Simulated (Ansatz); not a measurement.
Starting cell, Sn (beta-Sn type, space group I4_1/amd):

```xyz
2
Lattice="-2.9735 2.9735 1.6062 2.9735 -2.9735 1.6062 2.9735 2.9735 -1.6062" Properties=species:S:1:pos:R:3 pbc="T T T"
Sn     0.0000     2.9735     0.8031
Sn     0.0000     0.0000     0.0000
```

The atoms are displaced by Q × the pattern below (from a DFPT mode at Γ, largest move 1; Q in Å), at fixed cell.

```csv
atom,x,y,z
Sn1,0.000,0.000,1.000
Sn2,0.000,0.000,-1.000
```

All values below come from PBE (plane waves to 420 eV, PAW, scalar-relativistic; Ansatz, a quantum-chemistry and plane-wave program). k mesh 16×16×16 (Γ-centred), Fermi-Dirac smearing 0.05 eV. The energy includes the smearing's −TS. With partly filled bands, energies and forces of such displacements shift with the k mesh and the smearing. Sn was relaxed with its symmetry unable to fall. The zero of ΔE is the undisplaced structure.

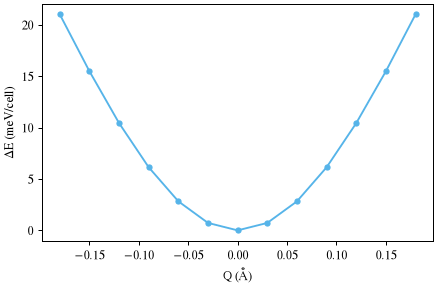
Fig. 1. ΔE (meV/cell) against Q (Å); computed points joined by lines.

What is the energy change at Q = 0.180 Å?

About 21 meV/cell.

What harmonic wavenumber does the curvature at Q = 0 give?

About 43 cm⁻¹.

(For displaced atoms, the force is minus the slope of the energy, and its curvature is a force constant, which sets phonon frequencies.)
